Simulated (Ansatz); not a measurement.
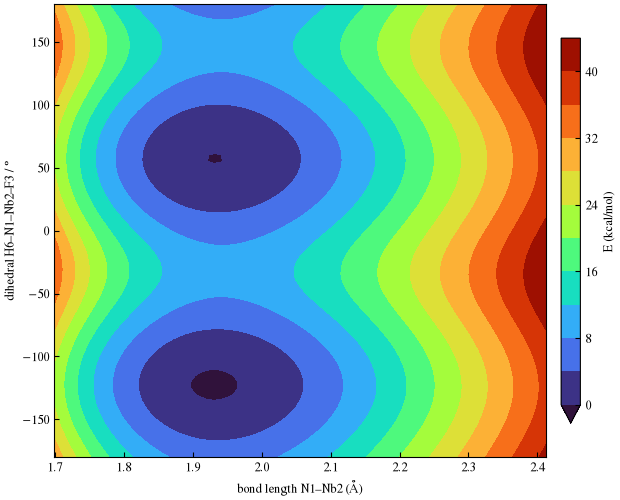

ClFH₂NNbS, SMILES [NH2][Nb]([F])(=[S])[Cl]. The first coordinate is: bond length N1–Nb2; the second: dihedral H6–N1–Nb2–F3. Nothing is relaxed (all other coordinates rigid). The grid has 15 × 15 points. Points are written as (first, second). Energies are in kcal/mol, from the lowest grid point. This map comes from RKS PBE0-D4/def2-SVP in Ansatz.

In the figure: filled contours. Between grid points the surface is interpolated.

The lowest grid point is at (1.954 Å, −132°). A higher local minimum lies near (1.954 Å, 60°) (0.11 kcal/mol above the lowest at that grid point). The highest grid point, (2.413 Å, −36°), lies 43.4 kcal/mol above the lowest. On the interpolated surface the easiest way out of the lowest well to the well at about (1.93 Å, 55°) passes a barrier of about 9.8 kcal/mol, counted from the interpolated bottom of the well. Round the minimum the two coordinates are nearly uncoupled.

The level of theory is changed to Ansatz 0.2.0, RKS PBE-D4/def2-SVP; with it change the reference geometry, relaxed at the new level; the new grid has 11 × 10 points, laid about the new relaxed structure.

Question: What will the new map look like?

Answer: The minimum (interpolated where it lies between grid points) moves from about (1.931 Å, −125°) to about (1.948 Å, −120°). The easiest pass out of the lowest well goes from about 9.8 to about 9.7 kcal/mol on the interpolated surfaces.

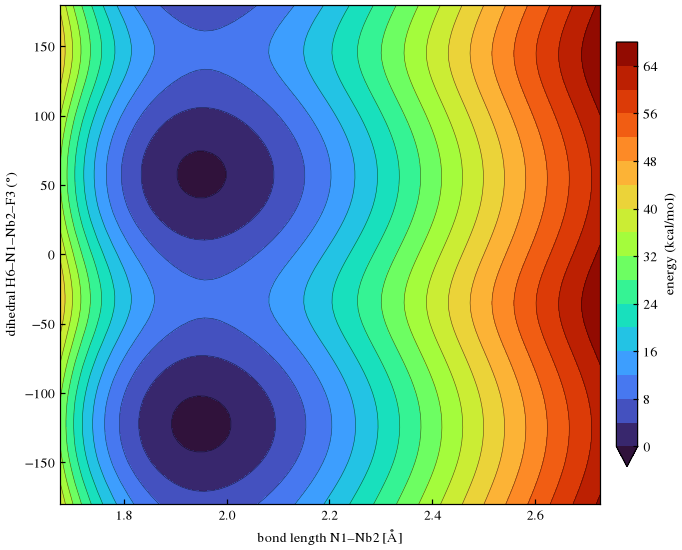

The map after the change, on a colour scale of its own. The picture shows filled contours. Between grid points the surface is interpolated.
